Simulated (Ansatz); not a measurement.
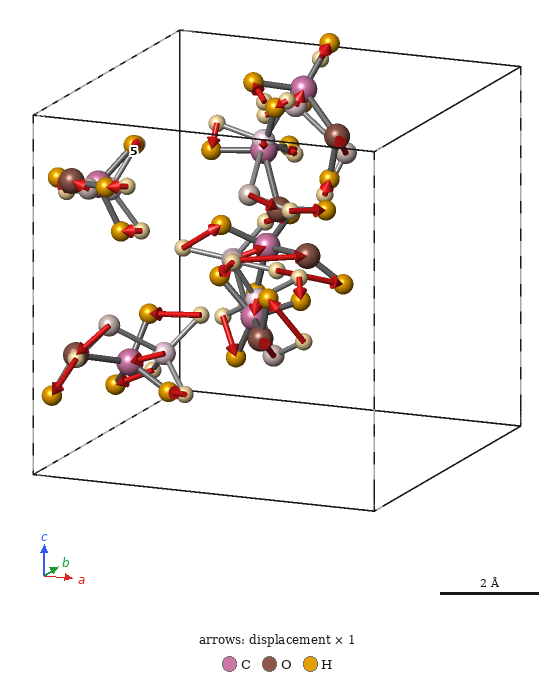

A relaxation of an amorphous cell of composition H4CO. The starting structure is drawn faded, the final one solid; red arrows show the displacements, at their true length.

Style: ball-and-stick. Shown: the cell of the calculation (origin shifted), slightly off an axis.

The cell holds 6 CH3OH. The run prepares the start of a later molecular dynamics calculation, from a guessed geometry.

Method: DFT r2SCAN-D3(BJ), scalar-relativistic, plane waves, PAW in Ansatz 0.2.0.

The input:
```yaml
accuracy: low
crystal:
  lattice:
    - [7.61856, 0.0, 0.0]
    - [0.0, 7.61856, 0.0]
    - [0.0, 0.0, 7.61856]
  atoms:
    - { symbol: C, position: [0.6286296, 0.5743174, 0.2864607] }
    - { symbol: O, position: [0.6428245, 0.3934317, 0.3307662] }
    - { symbol: H, position: [0.4902774, 0.5981814, 0.2592321] }
    - { symbol: H, position: [0.7654719, 0.3698176, 0.3554761] }
    - { symbol: H, position: [0.6694735, 0.6603438, 0.3944164] }
    - { symbol: H, position: [0.7047899, 0.6079048, 0.1690098] }
    - { symbol: C, position: [0.8517857, 0.8919133, 0.0374008] }
    - { symbol: O, position: [0.9235263, 0.7250892, 0.0810708] }
    - { symbol: H, position: [0.7105656, 0.8812711, 0.0572973] }
    - { symbol: H, position: [1.0495049, 0.7322093, 0.0640628] }
    - { symbol: H, position: [0.9021052, 0.9968606, 0.1221194] }
    - { symbol: H, position: [0.8760424, 0.9275192, -0.0999566] }
    - { symbol: C, position: [0.1835472, 0.3289342, 0.5347605] }
    - { symbol: O, position: [0.2041418, 0.182498, 0.4206711] }
    - { symbol: H, position: [0.0444174, 0.3351748, 0.5672593] }
    - { symbol: H, position: [0.3275655, 0.1749566, 0.390335] }
    - { symbol: H, position: [0.2583781, 0.313997, 0.6568278] }
    - { symbol: H, position: [0.2214268, 0.4528168, 0.4719795] }
    - { symbol: C, position: [0.6221417, 0.9574179, 0.7367736] }
    - { symbol: O, position: [0.5113453, 0.8403747, 0.8311619] }
    - { symbol: H, position: [0.6992592, 1.0274188, 0.8347787] }
    - { symbol: H, position: [0.4415639, 0.7768059, 0.745721] }
    - { symbol: H, position: [0.7123659, 0.8880503, 0.6486206] }
    - { symbol: H, position: [0.5473037, 1.0536558, 0.6602182] }
    - { symbol: C, position: [0.117801, 0.435081, 0.0604289] }
    - { symbol: O, position: [0.2126254, 0.3290057, -0.0605688] }
    - { symbol: H, position: [1.69e-05, 0.4785125, -0.0080755] }
    - { symbol: H, position: [0.3181795, 0.2891038, -0.0016049] }
    - { symbol: H, position: [0.0780298, 0.3618049, 0.1777835] }
    - { symbol: H, position: [0.1923597, 0.5512401, 0.1013099] }
    - { symbol: C, position: [0.0443794, 0.8732182, 0.4894559] }
    - { symbol: O, position: [0.1887142, 0.8783106, 0.3710261] }
    - { symbol: H, position: [0.0856594, 0.9449779, 0.6060694] }
    - { symbol: H, position: [0.1541675, 0.8148682, 0.2661826] }
    - { symbol: H, position: [-0.0727829, 0.9371539, 0.4355261] }
    - { symbol: H, position: [0.0102348, 0.7388376, 0.5281754] }
basis:
  ecutwfc: 500.0
kpoints:
  mp_grid: { grid: [1, 1, 1] }
hamiltonian:
  xc: r2scan
  dispersion: d3bj
scf:
  occupations: { method: fermi_dirac, width: 0.05 }
  lower_state_search: "off"
relax:
  f_tol: 0.3
  max_steps: 15
  adjacent_minimum: "off"
```

Command:
```bash
ansatz run input.yaml --threads 1 --pin off --max-ram 3072MiB --backend cpu --events-out ev --progress --plain --runs-dir out
```

### What did the optimiser do to the structure, and how much energy did it gain?

H10 moves most: 1.61 Å along [2 3 −1]. Largest moves by element: H 1.61 Å, O 1.56 Å, C 0.86 Å. The cell doesn't change. Among the contacts that change: C7–O8 1.423 → 1.439 Å, O2–H4 0.970 → 0.961 Å, C1–O2 1.423 → 1.431 Å, O32–H34 0.970 → 0.978 Å. Among the angles between lasting bonds that change: C25–O26–H28 107.4° → 103.9°. Over 11 accepted moves (12 points after the start) the energy falls by 56.1 meV per atom. The largest force component goes from 1.2 to 0.18 eV/Å. 1 step only repeated the SCF at the same geometry. Cost: 3.2 min on 1 thread of Intel(R) Xeon(R) Platinum 8488C (Sapphire Rapids), on a shared host, peak memory 0.91 GiB.

Limits of the set-up: the program's low-accuracy preset was used; the periodic images lie only 7.6 Å apart, so the values are limited by the cell's size.
